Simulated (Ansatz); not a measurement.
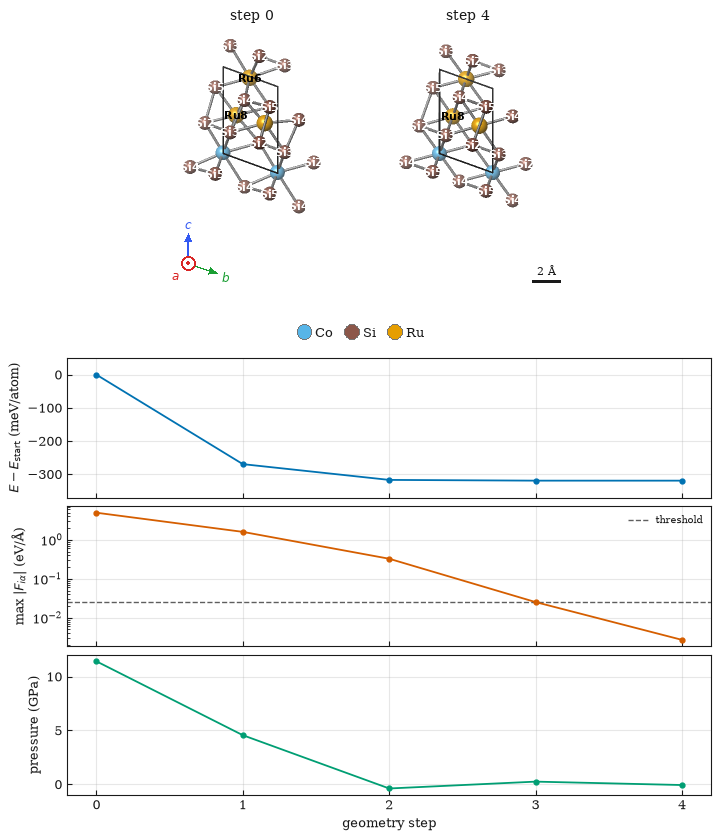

First and last geometry of a relaxation of crystalline CoSi4Ru3 (a generated structure, set up in P1) (coarse preliminary run), with the history of the run. A ball-and-stick model of the cell of the calculation, seen along the a axis.

Level of theory: Ansatz, DFT PBE, scalar-relativistic, plane waves, PAW.

Input file:
```yaml
crystal:
  lattice:
    - [-0.0044037693, -3.9725908405, -0.0017214601]
    - [4.225850317, 0.0044037693, -0.0174470811]
    - [-2.1351649178, 1.9865051318, 5.9593912952]
  atoms:
    - { symbol: Co, position: [0.0146188982, -0.0080437869, 0.0073846198], spin: 0.7 }
    - { symbol: Si, position: [0.1625308818, 0.6623264564, 0.2758697089] }
    - { symbol: Si, position: [0.6089960262, 0.12870138, 0.274250261] }
    - { symbol: Si, position: [0.8467907168, 0.3888320891, 0.705798238] }
    - { symbol: Si, position: [0.359647079, 0.85169183, 0.7319197053] }
    - { symbol: Ru, position: [0.4740475289, 0.4818122892, 0.984271754], spin: 0.23 }
    - { symbol: Ru, position: [0.7506960867, 0.7606260377, 0.524613908] }
    - { symbol: Ru, position: [0.2826727824, 0.2340537043, 0.495891805] }
basis:
  ecutwfc: 420
kpoints:
  mp_grid: { grid: [6, 6, 6] }
hamiltonian:
  xc: pbe
scf:
  occupations: { method: gaussian, width: 0.2 }
  lower_state_search: "off"
output:
  forces: true
  stress: true
  eigenvalues: true
  populations: true
magnetization:
  spin_polarized: true
relax:
  adjacent_minimum: "off"
  f_tol: 0.025
  max_steps: 60
  cell: { stress_tol: 0.25 }
```

Command:
```bash
ansatz run input.yaml --threads 4 --pin off --max-ram 8192MiB --backend cpu --events-out ev --progress --plain --runs-dir out
```

> Read the history and describe the run.

The run was cut off at its time limit before the program reported convergence, but its last step already meets the force threshold: the largest component is 0.0027 eV/Å against 0.025 eV/Å. The pressure is within 0.06 GPa of its target. Si4 moves most relative to the cell: 0.32 Å along [2 −1 3]. By element the largest moves are Si 0.32 Å, Ru 0.16 Å, Co 0.08 Å. Cell: a 3.973 → 4.126 Å (+3.9 %), b 4.226 → 4.127 Å (−2.3 %), c 6.635 → 6.482 Å (−2.3 %), α 109.0° → 108.6°, β 107.4° → 108.6°, γ 90.1° → 90.0°. Volume −1.4 %. Some distances before and after: Si2–Si4 3.395 → 2.834 Å, Co1–Si4 2.941 → 2.504 Å, Si3–Si5 3.228 → 2.834 Å, Si3–Si4 2.574 → 2.952 Å. The space group (tolerance 0.01 Å) goes from P1 (No. 1) to I4/mmm (No. 139). Over 4 geometry steps the energy falls by 319 meV per atom. The largest force component goes from 4.9 to 0.0027 eV/Å. Pressure: 11.42 GPa at the start and −0.06 GPa at the end. The program noted that the starting moments weren't kept.
